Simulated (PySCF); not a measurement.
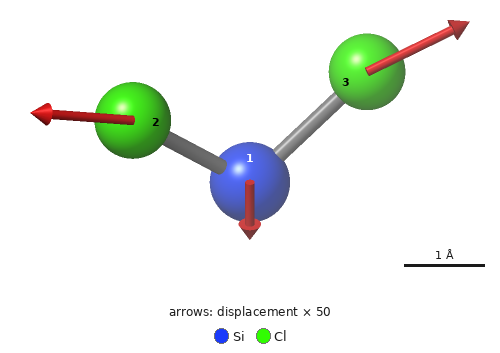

This is a relaxation of SiCl$_{2}$. The starting structure is drawn; red arrows show the displacements, magnified 50 times. The two geometries are superimposed by the best rigid fit.

The picture is a ball-and-stick view, seen at a tilt.

The start comes from GFN2-xTB.

These are results of PBE0-D3(BJ)/def2-SVP geometry optimisation, gas phase (PySCF 2.14.0, density-fitted response routines), not measurements. 

Question: Atoms of which element are displaced furthest, and by how much?

Answer: Chlorine: up to 0.029 Å, against 0.018 Å for silicon.

Question: What did the optimiser do to the structure, and how much energy did it gain?

Answer: Over 3 geometry steps the energy falls by 0.64 kcal/mol. The largest force component goes from 0.9 to 0.0017 eV/Å. The largest moves after the best rigid fit, 0.029 Å, are those of Cl2 and Cl3. By element the largest moves are Cl 0.029 Å, Si 0.018 Å. Some distances before and after: Si1–Cl2 2.052 → 2.090 Å. The run took of the order of 2.9 core-seconds on a shared host.
